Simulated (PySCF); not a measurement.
# C₇H₁₁S (doublet): what the fields show

| atom | x (Å) | y (Å) | z (Å) |
| --- | --- | --- | --- |
| C | 3.1703 | 0.0042 | 0.1788 |
| S | 2.0494 | -0.1604 | -1.2374 |
| C | 0.6389 | 0.8411 | -0.6517 |
| C | -0.2081 | 0.1001 | 0.3608 |
| C | -0.8914 | -1.2251 | -0.0797 |
| C | -2.2590 | -0.6612 | 0.2748 |
| C | -2.5082 | 0.6073 | -0.5329 |
| C | -1.6032 | 0.6308 | 0.6313 |
| H | 4.0751 | -0.5370 | -0.0765 |
| H | 3.3974 | 1.0546 | 0.3393 |
| H | 2.7186 | -0.4316 | 1.0649 |
| H | 0.0684 | 1.0696 | -1.5506 |
| H | 1.0344 | 1.7691 | -0.2372 |
| H | 0.3530 | -0.0439 | 1.2857 |
| H | -0.7612 | -1.4324 | -1.1422 |
| H | -0.5945 | -2.0905 | 0.5071 |
| H | -3.0603 | -1.2204 | 0.7231 |
| H | -2.1453 | 0.6897 | -1.5509 |
| H | -3.4840 | 1.0453 | -0.3839 |

Geometry: GFN2-xTB.

The calculation used UKS B3LYP, pcH-1 on C H S, non-relativistic, mean-field spin-orbit, GIAO (PySCF).

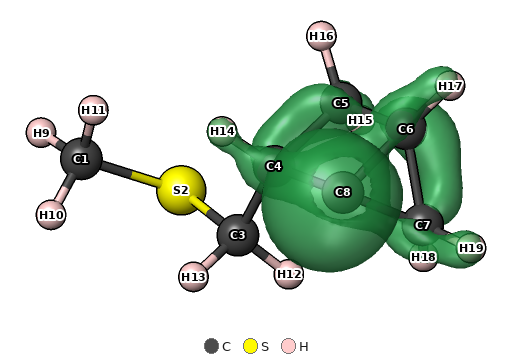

Figure 1. Isosurface of the spin density (α minus β) at +0.02 e/Å³ (green), seen at a tilt.

Which atoms carry the spin?

Answer. The unpaired spin (1 electron) lies mostly on C8 (about 0.7) and C6 (about 0.1), in electrons by Hirshfeld's partition.

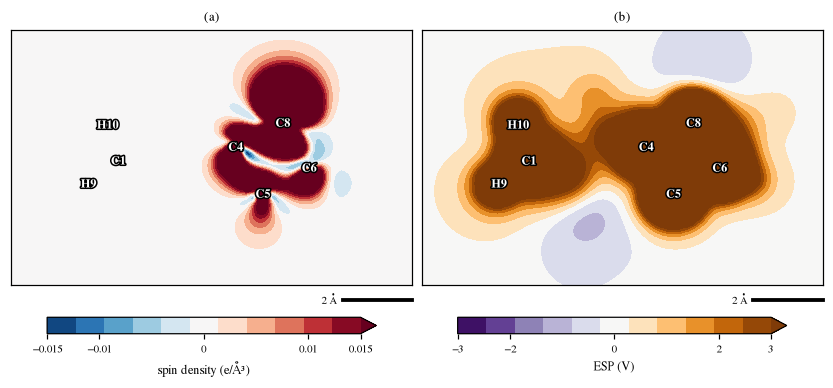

Figure 2. (a) spin density; (b) electrostatic potential on the plane of atoms C4, C8 and C6.

Describe what can be read from this map.

Answer. The plane passes through C and H nuclei.

Outside the dense part of the molecule the potential is most negative (−1.0 V) near S2, which lies off the plane.

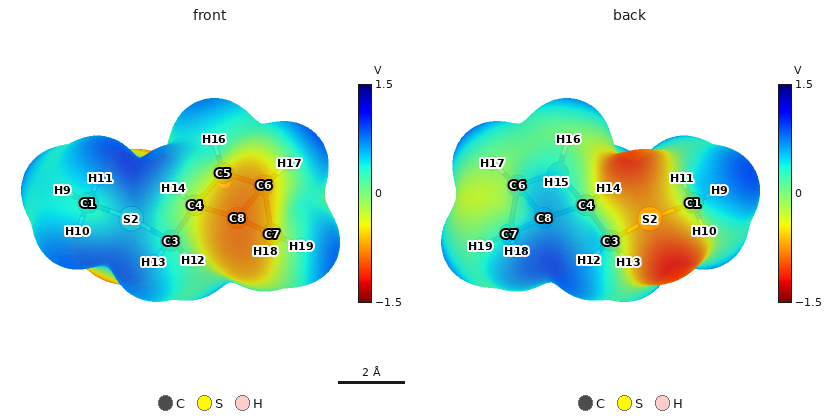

Figure 3. The molecular electrostatic potential painted on the density surface at 0.002 e/bohr³, seen from the front and from behind; red is negative and blue positive.

Which sites attract a positive test charge, and which a negative one?

Answer. A positive charge is drawn to the negative regions and a negative charge to the positive ones. The most negative region (about −1.1 V) lies over S2, the most positive (about +0.9 V) over the H atoms.

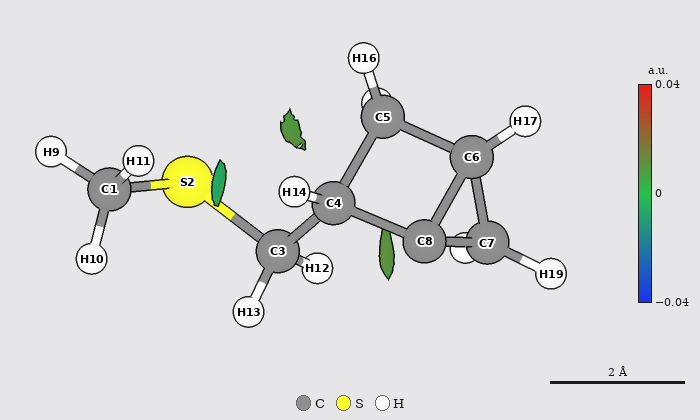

Figure 4. Non-covalent interaction (NCI) plot: the surface where the reduced density gradient is 0.5, for densities under 0.05 a.u., coloured by sign(λ₂)ρ; seen at a tilt.

What holds or crowds the atoms apart from the covalent bonds?

Answer.
- Between H14 and C4 on one side and H11 and C1 on the other: a weak contact (green)
- Near H12, H18 and C7: mostly steric crowding (olive to red)
- Near H15, C5 and C4: mostly steric crowding (olive to red)
